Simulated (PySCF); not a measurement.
# MP2/ccECP-cc-pVDZ (core potential) run of SnNH3S (SMILES [NH2][Sn][SH])

Aim: the vertical ionisation energy of SnNH3S at MP2/ccECP-cc-pVDZ (core potential), from 2 runs. Input form: a Python script.

The calculation is run with PySCF 2.14.0.

## (1) The structure to begin with

SnNH3S has 6 atoms, charge 0, and is taken as a singlet. As SMILES, `[NH2][Sn][SH]`. The shape is that of a PBE0-D4/def2-TZVP optimisation. This is one conformer, not always the lowest.

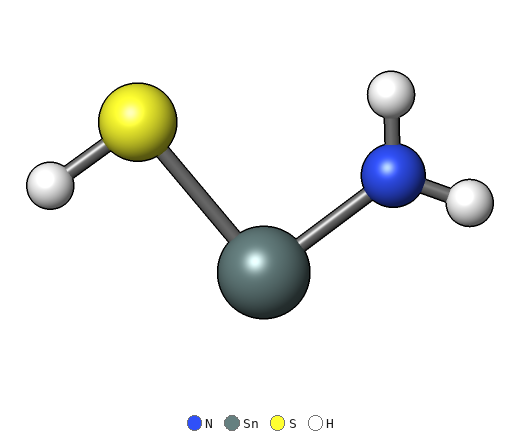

The structure, seen from a chosen angle (nitrogen blue, tin teal, sulfur yellow, hydrogen white).

## (2) The energy at MP2/ccECP-cc-pVDZ (core potential)

job.py

```python
from pyscf import gto, mp

mol = gto.M(
    atom='''
N     -0.904800     0.210400    -0.976700
Sn     0.273800    -1.207500    -0.176300
S      1.180300     0.331600     1.490700
H     -0.964800     1.167500    -0.664900
H     -1.517000     0.035700    -1.757600
H      1.974500    -0.601600     2.038700
''',
    verbose=3,
    basis='ccecp-cc-pvdz',
    ecp={'N': 'ccecp', 'Sn': 'ccecp', 'S': 'ccecp', 'H': 'ccecp'},
    max_memory=1860,
    charge=0,
)

hf = mol.RHF()
hf.conv_tol = 1e-10
hf.kernel()
if not hf.converged:
    hf = hf.newton().run(hf.mo_coeff, hf.mo_occ)

pt = mp.MP2(hf).run()
etot = pt.e_tot
print('E(%s) = %.9f' % ('MP2', etot))
```

Command:

```console
$ OMP_NUM_THREADS=1 python job.py
```

Log:

```text
converged SCF energy = -24.7382253516497
E(RMP2) = -25.108646899957  E_corr = -0.370421548307315
E(SCS-RMP2) = -25.1064392558275  E_corr = -0.368213904177841
E(MP2) = -25.108646900
```

It took 1.9 s on 1 thread of Arm Neoverse V2, shared host; peak memory 0.13 GiB.

## (3) The doublet cation at the same level

job.py

```python
from pyscf import gto, scf, mp

mol = gto.Mole()
mol.atom = '''
N     -0.904800     0.210400    -0.976700
Sn     0.273800    -1.207500    -0.176300
S      1.180300     0.331600     1.490700
H     -0.964800     1.167500    -0.664900
H     -1.517000     0.035700    -1.757600
H      1.974500    -0.601600     2.038700
'''
mol.charge = 1
mol.ecp = {'N': 'ccecp', 'Sn': 'ccecp', 'S': 'ccecp', 'H': 'ccecp'}
mol.spin = 1
mol.basis = 'ccecp-cc-pvdz'
mol.max_memory = 1860
mol.verbose = 3
mol.build()

myscf = scf.UHF(mol)
myscf.conv_tol = 1e-10
myscf.kernel()
if not myscf.converged:
    myscf = myscf.newton().run(myscf.mo_coeff, myscf.mo_occ)

pt = mp.MP2(myscf).run()
energy = pt.e_tot
print(f'total energy: {energy:.8f} hartree')
```

Command:

```console
$ OMP_NUM_THREADS=1 python job.py
```

Log:

```text
converged SCF energy = -24.4369328283371  <S^2> = 0.81048643  2S+1 = 2.0595984
E(UMP2) = -24.7886679757963  E_corr = -0.351735147459235
E(SCS-UMP2) = -24.7859120120556  E_corr = -0.348979183718472
total energy: -24.78866798 hartree
```

Run time: 2.1 s. Hardware: 1 thread of Arm Neoverse V2, shared host; peak memory 0.13 GiB.

## (4) What came out

Level: MP2/ccECP-cc-pVDZ (core potential).

| quantity | value |
| --- | --- |
| singlet SnNH3S: total energy | -25.10865 Eh |
| singlet SnNH3S: dipole moment (Hartree–Fock density) | 1.98 D |
| singlet SnNH3S: HOMO energy (Hartree–Fock orbitals) | -8.95 eV |
| singlet SnNH3S: LUMO energy (Hartree–Fock orbitals) | 0.90 eV |
| singlet SnNH3S: HOMO–LUMO gap (Hartree–Fock orbitals) | 9.85 eV |
| singlet SnNH3S: correlation energy | -370.4 mEh |
| doublet cation: total energy | -24.78867 Eh |
| doublet cation: HOMO energy (Hartree–Fock orbitals) (highest over α and β) | -15.61 eV |
| doublet cation: LUMO energy (Hartree–Fock orbitals) (lowest over α and β) | -7.45 eV |
| doublet cation: correlation energy | -351.7 mEh |
| doublet cation: ⟨S²⟩ of the reference determinant | 0.810 |
| vertical ionisation energy (to the doublet cation) | 8.707 eV |

In words: Removing an electron at fixed nuclei costs 8.71 eV (201 kcal/mol). Mulliken charges (singlet SnNH3S) of the mean-field density run from -0.63 on N1 to +0.61 on Sn2; they depend strongly on the basis. Mulliken charges (doublet cation) of the mean-field density run from -0.59 on N1 to +1.06 on Sn2.
